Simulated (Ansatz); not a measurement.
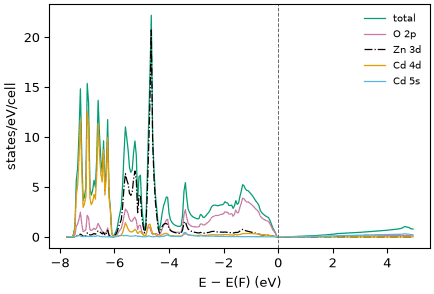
*Total and projected density of states of ZnCdO$_{2}$ in space group P3m1 (No. 156; Zn on 1a, Cd on 1c, O on 1c, O on 1a), LDA in the plane-wave PAW code Ansatz*

Task: Which orbitals carry the states next to the Fermi level?

Result: Within 0.5 eV of the Fermi level: O 2p 79 %, Cd 4d 10 %, Zn 3d 9 %. Projections are on Löwdin-orthogonalised atomic valence shells; empty p or d shells of many metals are not among them.

Task: Where is the tallest occupied peak in this window, and what makes it?

Result: Near -4.6 eV, about 22 states/eV per cell; the largest projected share is Zn 3d.

The first step of the workflow began from a Materials Project structure, measured or hypothetical; the Crystallography Open Database copy checked does not list it. Its standing as an ambient phase is unchecked. The LDA relaxation kept the symmetry of its start; of distortions, only those at the zone centre were tested. Spin–orbit coupling is left out wherever it is not named.

Potentials: the later of the program's two PAW sets.
